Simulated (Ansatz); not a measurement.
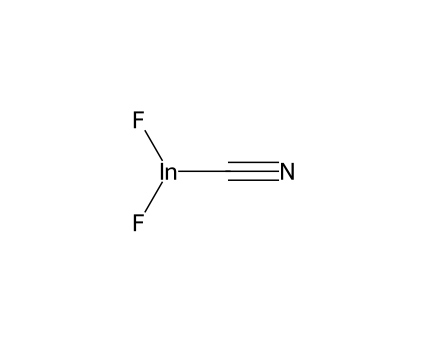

Skeletal drawing of a molecule.

Write the SMILES.

Answer. N#[C][In]([F])[F]

What is the molecular formula?

Answer. CF2InN.

An optimisation with PBE0-D4/def2-TZVP gave a structure of which point group?

Answer. C2v.

More results for the same structure follow; atom numbers are the same in all pictures, views and colours differ. The geometry was computed by an optimisation with PBE0-D4/def2-TZVP. No frequency run is at hand to confirm it as a minimum.

**Dipole moment**

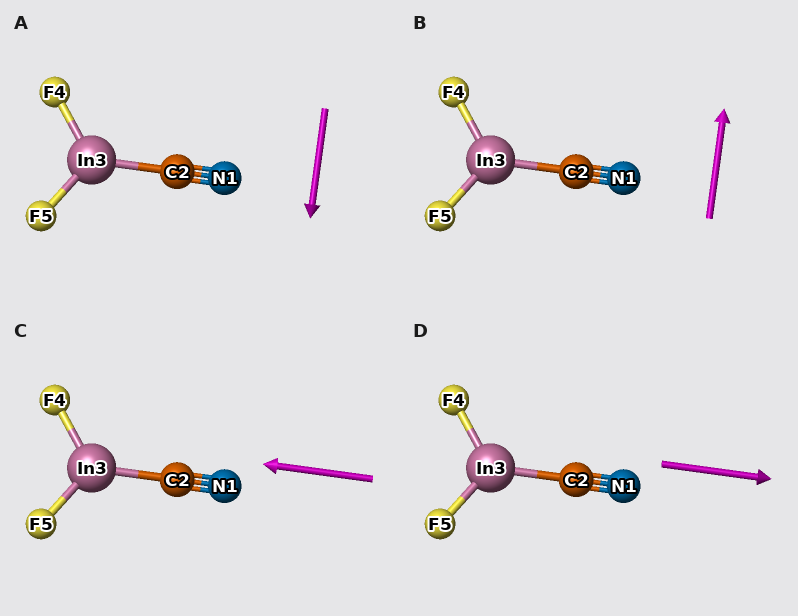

The same molecule four times, each with an arrow. No frequency run is at hand to confirm it as a minimum. Level of theory: RKS PBE0-D4/def2-TZVP, core potentials on In (Ansatz 0.2.0).

Which arrow points along the dipole moment, from the negative to the positive end?

Answer. C. The dipole moment is 0.43 D; it points from the side of N1 to the side of F4, F5 (the outermost atoms at the two ends).

**Charges**

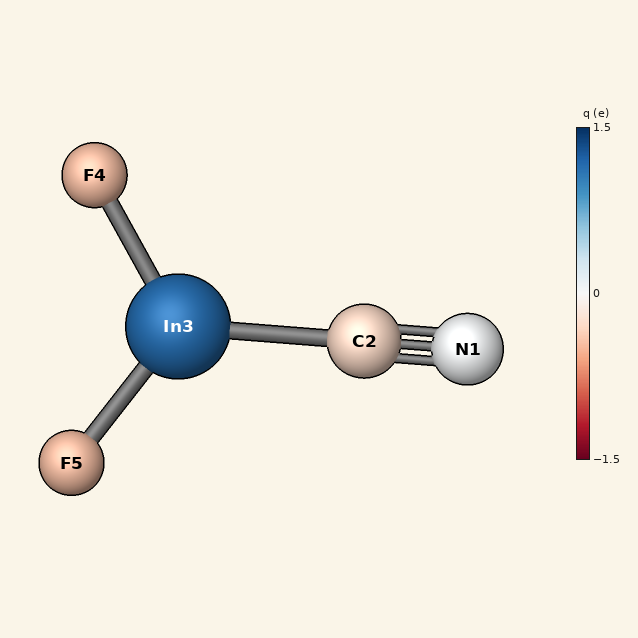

Atoms are coloured by their Mulliken charges. No frequency run is at hand to confirm it as a minimum. Properties computed with RKS PBE0-D4/def2-TZVP, core potentials on In (Ansatz 0.2.0).

Which atom carries the highest charge (most positive or least negative)?

Answer. In3 (1.14 e).

And the lowest?

Answer. F4, F5 (−0.44 e).

List the Mulliken charges.

```
atom  value (e)
  N1       0.03
  C2      −0.28
 In3       1.14
  F4      −0.44
  F5      −0.44
```

**Electronic properties**

No frequency run is at hand to confirm it as a minimum. Level of theory: RHF-CCSD(T), frozen core/def2-TZVPP, core potentials on In (Ansatz 0.2.0).

Estimate the T1 diagnostic.

Answer. 0.017.

Mulliken values depend strongly on the basis set and can even reverse the polarity of a bond.
